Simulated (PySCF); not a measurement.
# C₄H₃FN₂: electronic excitations and core binding energies

Aim: predict the electronic excitations and core binding energies of C₄H₃FN₂ (`Fc1cnccn1`).

The runs use PySCF 2.14.0, with density-fitted response routines of our own; the level of theory stands in each step. All values are computed, except where a source is named. Atoms count from 0, in the outputs and in this text.

## (1) The molecule as given

10 atoms, charge 0, multiplicity 1; geometry from: GFN2-xTB.

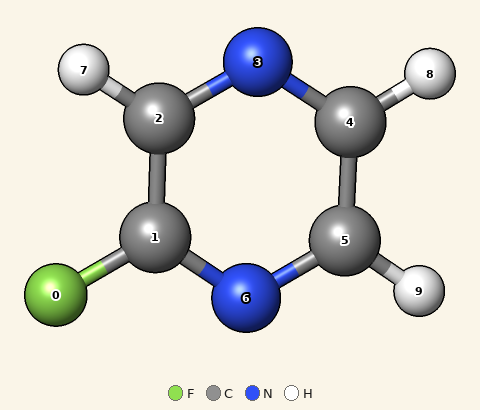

The starting geometry (fluorine green, carbon grey, nitrogen blue, hydrogen white), atoms numbered.

## (2) Excited states and response: wB97X-D/def2-SVPD

Job settings and geometry (Å):

```
{"job": {"kind": "uv", "xc": "wB97X-D", "basis": "def2-SVPD", "nstates": 8, "ntriplets": 3}, "charge": 0, "multiplicity": 1}
F     -2.103479    -1.545377     0.173724
C     -1.026690    -0.761828     0.083960
C     -1.169364     0.622279     0.024811
N     -0.098549     1.388764    -0.064986
C      1.086773     0.794197    -0.094099
C      1.207838    -0.586882    -0.032325
N      0.139477    -1.366405     0.056768
H     -2.134957     1.105508     0.050031
H      1.944881     1.445894    -0.167726
H      2.162953    -1.091494    -0.052686
```

Level: TDDFT wB97X-D/def2-SVPD, vertical, gas phase, core orbitals frozen in the response.

Output:

```text
coarse grid: 9416 points
cycle   1  E = -363.0646621915  dE =  1.550e+00  |g| = 5.736e-01  |ddm| = 6.423e+00
cycle   2  E = -363.0656188779  dE = -9.567e-04  |g| = 6.374e-01  |ddm| = 2.022e+00
cycle   3  E = -363.1372395755  dE = -7.162e-02  |g| = 4.728e-02  |ddm| = 1.342e+00
cycle   4  E = -363.1377152904  dE = -4.757e-04  |g| = 2.489e-02  |ddm| = 1.620e-01
cycle   5  E = -363.1378511443  dE = -1.359e-04  |g| = 9.278e-03  |ddm| = 6.600e-02
cycle   6  E = -363.1378719869  dE = -2.084e-05  |g| = 2.526e-03  |ddm| = 3.127e-02
cycle   7  E = -363.1378741656  dE = -2.179e-06  |g| = 9.123e-04  |ddm| = 8.327e-03
final grid: 94536 points
cycle   8  E = -363.1855242367  dE = -7.895e-05  |g| = 7.559e-03  |ddm| = 2.231e-01
cycle   9  E = -363.1855217875  dE =  2.449e-06  |g| = 8.998e-03  |ddm| = 2.021e-02
cycle  10  E = -363.1855357405  dE = -1.395e-05  |g| = 3.180e-04  |ddm| = 2.059e-02
cycle  11  E = -363.1855358007  dE = -6.017e-08  |g| = 1.844e-04  |ddm| = 3.656e-03
cycle  12  E = -363.1855358103  dE = -9.624e-09  |g| = 4.984e-05  |ddm| = 7.252e-04
cycle  13  E = -363.1855358118  dE = -1.517e-09  |g| = 2.583e-05  |ddm| = 3.231e-04
cycle  14  E = -363.1855358121  dE = -3.064e-10  |g| = 1.408e-05  |ddm| = 1.015e-04
converged SCF energy = -363.1855358121

Static polarisability (au): isotropic 57.236, principal 35.443 62.460 73.804

Singlet excitations
state   eV       nm        f      main configurations
  1   4.4489    278.7   0.00500   H->L 0.99
  2   5.3485    231.8   0.00000   H->L+1 0.99
  3   5.3991    229.6   0.11736   H-1->L 0.91
  4   5.9462    208.5   0.00011   H-2->L 0.97
  5   6.6489    186.5   0.10204   H-1->L+1 0.84, H-3->L 0.14
  6   6.9623    178.1   0.00001   H-2->L+1 0.99
  7   7.9444    156.1   0.35416   H-3->L 0.75, H-1->L+1 0.13
  8   8.0103    154.8   0.00186   H-1->L+2 0.92

Triplet excitations (Tamm-Dancoff, eV): 3.7824 4.1069 4.4636
```

It took 17 s on 1 thread, shared host.

The orbitals next to the gap, with their largest atomic shares:

| orbital | eV | atoms |
| --- | --- | --- |
| HOMO−3 | -11.87 | N6 32 %, N3 27 %, C5 12 % |
| HOMO−2 | -11.41 | N6 47 %, N3 30 %, C1 6 % |
| HOMO−1 | -9.94 | C4 21 %, C2 19 %, C5 18 % |
| HOMO | -9.85 | N3 36 %, N6 19 %, C2 10 % |
| LUMO | -0.08 | N3 26 %, N6 23 %, C2 15 % |
| LUMO+1 | 0.80 | C4 21 %, C1 20 %, C5 17 % |
| LUMO+2 | 2.38 | C4 24 %, C5 23 %, C2 13 % |

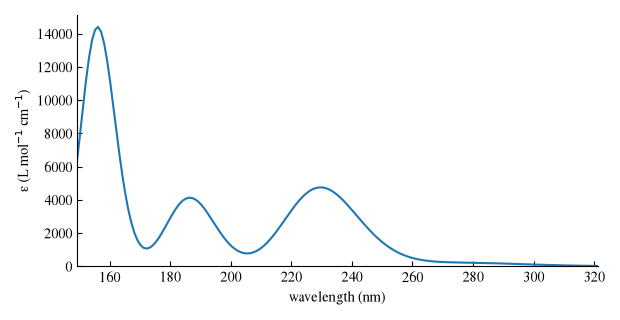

Absorption spectrum: each of the 8 states is a Gaussian band of 0.4 eV half-width at 1/e. Beyond the last state computed it falls off for lack of states.

Further results of this job:

| property | computed |
| --- | --- |
| dipole moment (D) | 1.58 |
| polarisability (Å³) | 8.48 |
| HOMO–LUMO gap (eV) | 9.76 |
| −ε(HOMO) (eV) | 9.85 |

## (3) Core-electron binding energies: SCAN, X2C

Same as in step 2 but for these lines:

```diff
@@ -1,2 +1,2 @@
-{"job": {"kind": "uv", "xc": "wB97X-D", "basis": "def2-SVPD", "nstates": 8, "ntriplets": 3}, "charge": 0, "multiplicity": 1}
+{"job": {"kind": "xps"}, "charge": 0, "multiplicity": 1}
 F     -2.103479    -1.545377     0.173724
```

Method: delta-SCF UKS SCAN, pcX-2 on the ionised atom, pcseg-1 elsewhere, spin-free X2C.

Output:

```text
ground state, core basis on atom 0 (F), 144 functions
  cycle   1  E = -363.54709481  |g| = 5.87e-01
  cycle   2  E = -363.43812896  |g| = 1.00e+00
  cycle   3  E = -363.60140860  |g| = 1.17e-01
  cycle   4  E = -363.60343996  |g| = 7.60e-02
  cycle   5  E = -363.60485165  |g| = 2.02e-02
  cycle   6  E = -363.60494617  |g| = 7.48e-03
  cycle   7  E = -363.60495765  |g| = 3.45e-03
  cycle   8  E = -363.60496155  |g| = 1.02e-03
  cycle   9  E = -363.60496183  |g| = 5.35e-04
  cycle  10  E = -363.60496043  |g| = 1.02e-04
  E(ground) = -363.61607553 Eh
hole in F 1s of atom 0
  cycle   1  E = -337.21493790  |g| = 2.58e+00
  cycle   2  E = -335.54602213  |g| = 2.76e+00
  cycle   3  E = -336.74139065  |g| = 1.53e+00
  cycle   4  E = -337.94278304  |g| = 5.82e-01
  cycle   5  E = -338.07106711  |g| = 2.99e-01
  cycle   6  E = -338.10640449  |g| = 1.33e-01
  cycle   7  E = -338.11290531  |g| = 5.08e-02
  cycle   8  E = -338.11420715  |g| = 1.17e-02
  cycle   9  E = -338.11426030  |g| = 7.34e-03
  cycle  10  E = -338.11428760  |g| = 1.31e-03
  cycle  11  E = -338.11428986  |g| = 9.82e-04
  cycle  12  E = -338.11429189  |g| = 7.88e-04
  cycle  13  E = -338.11429392  |g| = 7.43e-04
  cycle  14  E = -338.11429992  |g| = 6.57e-04
  cycle  15  E = -338.11431127  |g| = 5.57e-04
  cycle  16  E = -338.11431548  |g| = 4.52e-04
  E(ion) = -338.13166099 Eh   <S^2> = 0.7620   hole on atom = 1.000   binding energy = 693.466 eV
ground state, core basis on atom 1 (C), 144 functions
  cycle   1  E = -363.56661640  |g| = 1.09e-01
  cycle   2  E = -363.56327068  |g| = 1.70e-01
  cycle   3  E = -363.56789984  |g| = 1.92e-02
  cycle   4  E = -363.56792824  |g| = 1.26e-02
  cycle   5  E = -363.56796943  |g| = 1.79e-03
  cycle   6  E = -363.56796984  |g| = 8.38e-04
  cycle   7  E = -363.56796969  |g| = 1.36e-04
  E(ground) = -363.57760001 Eh
hole in C 1s of atom 1
  cycle   1  E = -352.18217815  |g| = 1.52e+00
  cycle   2  E = -348.39898085  |g| = 3.12e+00
  cycle   3  E = -351.73727183  |g| = 1.45e+00
  cycle   4  E = -352.66888566  |g| = 4.84e-01
  cycle   5  E = -352.72744192  |g| = 2.52e-01
  cycle   6  E = -352.74354650  |g| = 1.47e-01
  cycle   7  E = -352.75311194  |g| = 4.34e-02
  cycle   8  E = -352.75398265  |g| = 1.67e-02
  cycle   9  E = -352.75417284  |g| = 7.24e-03
  cycle  10  E = -352.75427972  |g| = 5.71e-03
  cycle  11  E = -352.75440268  |g| = 4.63e-03
  cycle  12  E = -352.75448053  |g| = 4.02e-03
  cycle  13  E = -352.75452114  |g| = 2.13e-03
  cycle  14  E = -352.75453201  |g| = 1.73e-03
  cycle  15  E = -352.75453626  |g| = 8.36e-04
  cycle  16  E = -352.75453730  |g| = 4.03e-04
  E(ion) = -352.76374911 Eh   <S^2> = 0.8263   hole on atom = 1.000   binding energy = 294.260 eV
ground state, core basis on atom 2 (C), 144 functions
  cycle   1  E = -363.56364561  |g| = 5.88e-02
  cycle   2  E = -363.56356915  |g| = 2.73e-02
  cycle   3  E = -363.56348077  |g| = 3.29e-02
  cycle   4  E = -363.56373243  |g| = 5.89e-03
  cycle   5  E = -363.56374239  |g| = 1.70e-03
  cycle   6  E = -363.56374384  |g| = 4.45e-04
  E(ground) = -363.57352631 Eh
hole in C 1s of atom 2
  cycle   1  E = -352.25262873  |g| = 1.52e+00
  cycle   2  E = -350.87830414  |g| = 2.23e+00
  cycle   3  E = -352.58590650  |g| = 6.81e-01
  cycle   4  E = -352.67621880  |g| = 5.44e-01
  cycle   5  E = -352.81845018  |g| = 1.59e-01
  cycle   6  E = -352.82712125  |g| = 6.79e-02
  cycle   7  E = -352.82904468  |g| = 2.01e-02
  cycle   8  E = -352.82924244  |g| = 9.05e-03
  cycle   9  E = -352.82929398  |g| = 5.28e-03
  cycle  10  E = -352.82932361  |g| = 2.84e-03
  cycle  11  E = -352.82935232  |g| = 1.69e-03
  cycle  12  E = -352.82936479  |g| = 1.24e-03
  cycle  13  E = -352.82936945  |g| = 9.98e-04
  cycle  14  E = -352.82937239  |g| = 5.36e-04
  cycle  15  E = -352.82937356  |g| = 4.71e-04
  E(ion) = -352.83881325 Eh   <S^2> = 0.7892   hole on atom = 1.000   binding energy = 292.106 eV
ground state, core basis on atom 3 (N), 144 functions
  cycle   1  E = -363.57215472  |g| = 7.42e-02
  cycle   2  E = -363.57204868  |g| = 2.93e-02
  cycle   3  E = -363.57189326  |g| = 3.88e-02
  cycle   4  E = -363.57223512  |g| = 5.62e-03
  cycle   5  E = -363.57224169  |g| = 1.31e-03
  cycle   6  E = -363.57224205  |g| = 4.38e-04
  E(ground) = -363.58079281 Eh
hole in N 1s of atom 3
  cycle   1  E = -347.94887993  |g| = 1.86e+00
  cycle   2  E = -345.65938599  |g| = 2.60e+00
  cycle   3  E = -347.87751887  |g| = 1.19e+00
  cycle   4  E = -348.57335176  |g| = 4.22e-01
  cycle   5  E = -348.62642993  |g| = 2.58e-01
  cycle   6  E = -348.65003545  |g| = 1.33e-01
  cycle   7  E = -348.65950416  |g| = 4.65e-02
  cycle   8  E = -348.66056603  |g| = 1.50e-02
  cycle   9  E = -348.66069382  |g| = 5.84e-03
  cycle  10  E = -348.66073982  |g| = 4.02e-03
  cycle  11  E = -348.66078005  |g| = 3.13e-03
  cycle  12  E = -348.66081666  |g| = 2.24e-03
  cycle  13  E = -348.66084543  |g| = 9.69e-04
  cycle  14  E = -348.66084872  |g| = 4.71e-04
  E(ion) = -348.66914789 Eh   <S^2> = 0.7918   hole on atom = 1.000   binding energy = 405.767 eV
ground state, core basis on atom 4 (C), 144 functions
  cycle   1  E = -363.56290571  |g| = 5.75e-02
  cycle   2  E = -363.56283732  |g| = 2.29e-02
  cycle   3  E = -363.56269333  |g| = 3.17e-02
  cycle   4  E = -363.56295716  |g| = 7.72e-03
  cycle   5  E = -363.56297229  |g| = 8.18e-04
  cycle   6  E = -363.56297343  |g| = 3.28e-04
  E(ground) = -363.57300078 Eh
hole in C 1s of atom 4
  cycle   1  E = -352.25995108  |g| = 1.52e+00
  cycle   2  E = -350.74288450  |g| = 2.28e+00
  cycle   3  E = -352.55649202  |g| = 7.24e-01
  cycle   4  E = -352.69240878  |g| = 5.30e-01
  cycle   5  E = -352.82718480  |g| = 1.49e-01
  cycle   6  E = -352.83442080  |g| = 7.10e-02
  cycle   7  E = -352.83666557  |g| = 1.97e-02
  cycle   8  E = -352.83686716  |g| = 9.25e-03
  cycle   9  E = -352.83692342  |g| = 5.61e-03
  cycle  10  E = -352.83696169  |g| = 3.33e-03
  cycle  11  E = -352.83699940  |g| = 2.15e-03
  cycle  12  E = -352.83701987  |g| = 1.91e-03
  cycle  13  E = -352.83702771  |g| = 1.06e-03
  cycle  14  E = -352.83703202  |g| = 6.60e-04
  cycle  15  E = -352.83703273  |g| = 4.60e-04
  E(ion) = -352.84604453 Eh   <S^2> = 0.7930   hole on atom = 1.000   binding energy = 291.895 eV
ground state, core basis on atom 5 (C), 144 functions
  cycle   1  E = -363.56316524  |g| = 6.02e-02
  cycle   2  E = -363.56299121  |g| = 3.63e-02
  cycle   3  E = -363.56307051  |g| = 3.09e-02
  cycle   4  E = -363.56330203  |g| = 6.20e-03
  cycle   5  E = -363.56331043  |g| = 1.62e-03
  cycle   6  E = -363.56331095  |g| = 5.08e-04
  cycle   7  E = -363.56331105  |g| = 1.47e-04
  E(ground) = -363.57302475 Eh
hole in C 1s of atom 5
  cycle   1  E = -352.25004113  |g| = 1.51e+00
  cycle   2  E = -350.79530680  |g| = 2.25e+00
  cycle   3  E = -352.53445298  |g| = 7.39e-01
  cycle   4  E = -352.66764505  |g| = 5.55e-01
  cycle   5  E = -352.81426171  |g| = 1.67e-01
  cycle   6  E = -352.82398630  |g| = 7.97e-02
  cycle   7  E = -352.82717581  |g| = 2.39e-02
  cycle   8  E = -352.82747689  |g| = 1.11e-02
  cycle   9  E = -352.82756627  |g| = 6.39e-03
  cycle  10  E = -352.82763152  |g| = 4.24e-03
  cycle  11  E = -352.82770091  |g| = 2.58e-03
  cycle  12  E = -352.82772402  |g| = 2.30e-03
  cycle  13  E = -352.82772908  |g| = 8.07e-04
  cycle  14  E = -352.82772861  |g| = 4.49e-04
  E(ion) = -352.83645834 Eh   <S^2> = 0.8074   hole on atom = 1.000   binding energy = 292.157 eV
ground state, core basis on atom 6 (N), 144 functions
  cycle   1  E = -363.57230473  |g| = 7.46e-02
  cycle   2  E = -363.57216306  |g| = 3.26e-02
  cycle   3  E = -363.57203042  |g| = 4.03e-02
  cycle   4  E = -363.57239836  |g| = 5.80e-03
  cycle   5  E = -363.57240557  |g| = 1.17e-03
  cycle   6  E = -363.57240617  |g| = 4.55e-04
  E(ground) = -363.58115200 Eh
hole in N 1s of atom 6
  cycle   1  E = -347.94757402  |g| = 1.86e+00
  cycle   2  E = -345.67043997  |g| = 2.62e+00
  cycle   3  E = -347.90700056  |g| = 1.17e+00
  cycle   4  E = -348.56866841  |g| = 4.34e-01
  cycle   5  E = -348.64757768  |g| = 1.66e-01
  cycle   6  E = -348.65664512  |g| = 7.96e-02
  cycle   7  E = -348.65890827  |g| = 2.37e-02
  cycle   8  E = -348.65911371  |g| = 1.41e-02
  cycle   9  E = -348.65924380  |g| = 5.91e-03
  cycle  10  E = -348.65928332  |g| = 3.98e-03
  cycle  11  E = -348.65932362  |g| = 3.20e-03
  cycle  12  E = -348.65936131  |g| = 2.49e-03
  cycle  13  E = -348.65941603  |g| = 1.54e-03
  cycle  14  E = -348.65943069  |g| = 1.17e-03
  cycle  15  E = -348.65943253  |g| = 5.77e-04
  cycle  16  E = -348.65943397  |g| = 3.03e-04
  E(ion) = -348.66775897 Eh   <S^2> = 0.7926   hole on atom = 1.000   binding energy = 405.814 eV
```

Run time: 42 s. Hardware: 1 thread, shared host.

Binding energies by hole, beside the orbital energy of the ground state; the difference holds orbital relaxation and, for a density functional, its self-interaction error:

| hole | stands for | environment | ΔSCF (eV) | −ε (eV) | ⟨S²⟩ |
| --- | --- | --- | --- | --- | --- |
| F1s on F0 | F0 | aryl fluorine | 693.47 | 667.7 | 0.762 |
| C1s on C1 | C1 | aromatic carbon bearing fluorine | 294.26 | 277.5 | 0.826 |
| C1s on C2 | C2 | aromatic CH next to a ring nitrogen | 292.11 | 275.4 | 0.789 |
| N1s on N3 | N3 | pyridine-type ring nitrogen | 405.77 | 387.0 | 0.792 |
| C1s on C4 | C4 | aromatic CH next to a ring nitrogen | 291.90 | 275.2 | 0.793 |
| C1s on C5 | C5 | aromatic CH next to a ring nitrogen | 292.16 | 275.5 | 0.807 |
| N1s on N6 | N6 | pyridine-type ring nitrogen | 405.81 | 387.0 | 0.793 |

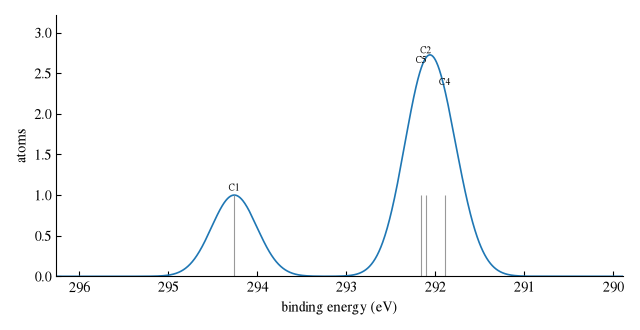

The C1s photoelectron lines, weighted by the number of atoms. Lines are broadened to a width of 0.60 eV (Gaussian).

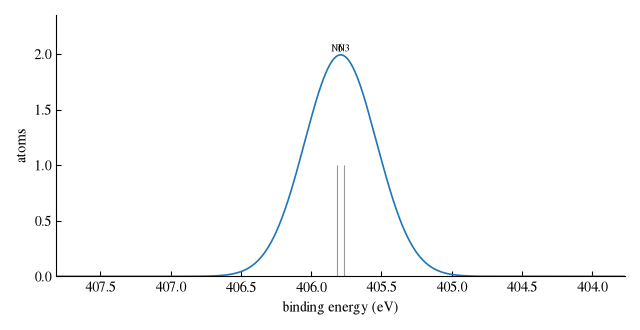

The N1s photoelectron lines, weighted by the number of atoms. Lines are broadened to a width of 0.60 eV (Gaussian).

## (4) Summary of results

```
                                quantity                                          value
      lowest singlet (wB97X-D/def2-SVPD)                    4.45 eV (279 nm), f = 0.005
brightest single state of those computed                    state 7, 7.94 eV, f = 0.354
                          lowest triplet                                        3.78 eV
        C1s binding energies, SCAN/pcX-2  C1 294.26, C5 292.16, C2 292.11, C4 291.90 eV
        N1s binding energies, SCAN/pcX-2                        N6 405.81, N3 405.77 eV
        F1s binding energies, SCAN/pcX-2                                   F0 693.47 eV
```

What this shows: The lowest singlet, at 4.45 eV, is HOMO→LUMO 0.99 and is weak; of the 8 states computed, the strongest absorption comes from state 7 at 7.94 eV. The lowest triplet lies 0.67 eV below the lowest singlet (triplets in Tamm-Dancoff, singlets in full TDDFT). The C1s levels kept as sound span 2.36 eV, from C4 (aromatic CH next to a ring nitrogen) up to C1 (aromatic carbon bearing fluorine). The N1s levels computed lie within 0.05 eV of one another, too close to rank.
